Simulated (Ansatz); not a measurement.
**PO (Phosphorus monoxide) at UB2PLYP/STO-3G**

Aim: the electronic atomisation energy of PO (Phosphorus monoxide) at UB2PLYP/STO-3G, from 3 runs. 

Program for the calculation: Ansatz 0.2.0.

36 further runs of the same task are left out: 5 that didn't finish, 31 set aside as unsound or not needed.

### 1 The structure to begin with

PO: 2 atoms, total charge 0, spin state doublet. As SMILES, `O=[P]`. The shape is that of a PBE0-D4/def2-TZVP optimisation.

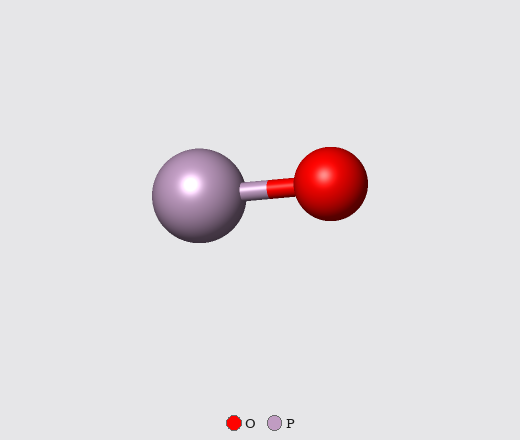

The structure, seen from a chosen angle (oxygen red, phosphorus pink).

### 2 The energy at UB2PLYP/STO-3G

File in.yaml:

```yaml
basis:
  gaussian: {orbitals: STO-3G}
crystal:
  periodic: [false, false, false]
  atoms:
    - {symbol: O, position_ang: [0.000000, -0.000000, -0.009450]}
    - {symbol: P, position_ang: [-0.000000, 0.000000, 1.464540]}
accuracy: high
magnetization: {spin_polarized: true, initial_magnetization: 1}
hamiltonian: {xc: {name: B2PLYP}}
correlation: {frozen_orbitals: {O: 1, P: 5}}
```

On the command line:

```console
$ ansatz run in.yaml --threads 1 --pin off --max-ram 3480MiB --events-out events.jsonl --progress --plain --runs-dir runs
```

Output:

```text
Warning: RAYON_NUM_THREADS=1 ignored (pool sized by the plan → 1); use --threads N
Functional definition: B2PLYP
  name "B2PLYP"
  parameter a = 0.53
  parameter c = 0.27
  exchange = (1 - a)*b88_x + a*exact_x
  correlation = (1 - c)*lyp_c + c*(mp2_os + mp2_ss)
224 factors; integrals over basis functions are off by at most 1.2e-8 eV
mean field evaluation 1: about -11189.6479 eV, gradient 1.9e1 eV
mean field evaluation 2: about -11189.6614 eV, gradient 1.9e1 eV
mean field evaluation 4: about -11192.4394 eV, gradient 2.4e0 eV
mean field evaluation 8: about -11192.4722 eV, gradient 6.3e-2 eV
mean field evaluation 16: about -11192.4737 eV, gradient 1.3e-4 eV
mean field evaluation 32: about -11192.4560 eV, gradient 3.6e-1 eV
mean field -11192.47374756 eV, -411.3158236917 hartree, gradient 7.2e-9 eV, S^2 0.753342; 2 other end points of the search recorded, 0 dependent functions left out
6 core orbitals not correlated: weight in the atoms' cores, before any rotation towards them, 1.000 or more for the frozen orbitals, at most 0.000 for the correlated occupied ones
reference -11192.47375872 eV, -411.3158241017 hartree; 6, 5 occupied and 2, 3 virtual orbitals, 224 factors
second order -4.59977032 eV of doubles, -0.00000000 eV of singles
Total energy: -11193.71569670 eV, -411.3614644809 hartree
```

Run time: 0.91 s. Hardware: 1 thread of Intel Xeon Platinum 8488C (Sapphire Rapids), shared host; peak memory 0.12 GiB.

### 3 The O atom at the same level

File molecule.yaml:

```yaml
crystal:
  periodic: [false, false, false]
  atoms:
    - symbol: O
      position_ang: [0.000000, 0.000000, 0.000000]
basis:
  gaussian:
    orbitals: STO-3G
magnetization:
  spin_polarized: true
  initial_magnetization: 2
hamiltonian:
  xc: {name: B2PLYP}
correlation:
  frozen_orbitals: {O: 1}
accuracy: high
```

Run the same way, it converges to -73.96694 Eh (log not shown).

### 4 The P atom at the same level

File run.yaml:

```yaml
crystal:
  periodic: [false, false, false]
  atoms:
    - {symbol: P, position_ang: [0.000000, 0.000000, 0.000000]}
basis:
  gaussian:
    orbitals: STO-3G
magnetization:
  spin_polarized: true
  initial_magnetization: 3
hamiltonian:
  xc: {name: B2PLYP}
correlation:
  frozen_orbitals: {P: 5}
accuracy: high
```

On the command line:

```console
$ ansatz run run.yaml --threads 1 --pin off --max-ram 3480MiB --events-out events.jsonl --progress --plain --runs-dir runs
```

Output:

```text
Warning: RAYON_NUM_THREADS=1 ignored (pool sized by the plan → 1); use --threads N
Functional definition: B2PLYP
  name "B2PLYP"
  parameter a = 0.53
  parameter c = 0.27
  exchange = (1 - a)*b88_x + a*exact_x
  correlation = (1 - c)*lyp_c + c*(mp2_os + mp2_ss)
42 factors; integrals over basis functions are off by at most 1.9e-9 eV
mean field evaluation 1: about -9176.4421 eV, gradient 4.7e-1 eV
mean field evaluation 2: about -9176.4428 eV, gradient 4.7e-1 eV
mean field evaluation 4: about -9176.4432 eV, gradient 2.2e-5 eV
mean field evaluation 8: about -9176.4432 eV, gradient 8.0e-12 eV
mean field -9176.44320312 eV, -337.2280676981 hartree, gradient 8.0e-12 eV, S^2 3.750000; 0 other end points of the search recorded, 0 dependent functions left out
5 core orbitals not correlated: weight in the atoms' cores, before any rotation towards them, 1.000 or more for the frozen orbitals, at most 0.000 for the correlated occupied ones
reference -9176.44321346 eV, -337.2280680780 hartree; 4, 1 occupied and 0, 3 virtual orbitals, 42 factors
second order 0.00000000 eV of doubles, 0.00000000 eV of singles
Total energy: -9176.44321346 eV, -337.2280680780 hartree
```

It took 0.24 s on 1 thread of Intel Xeon Platinum 8488C (Sapphire Rapids), shared host.

### 5 Summary of results

Level: UB2PLYP/STO-3G, 6 core orbitals frozen.

```
                     quantity          value
       molecule: total energy  -411.36146 Eh
               molecule: ⟨S²⟩          0.753
         O atom: total energy   -73.96694 Eh
                 O atom: ⟨S²⟩          2.000
         P atom: total energy  -337.22807 Eh
                 P atom: ⟨S²⟩          3.750
electronic atomisation energy       4.530 eV
```

**Reading.** Taking the molecule apart into free atoms costs 4.53 eV (437 kJ/mol), before zero-point energy and without spin-orbit coupling. In a minimal basis such a difference can be off by several eV, whatever the method.
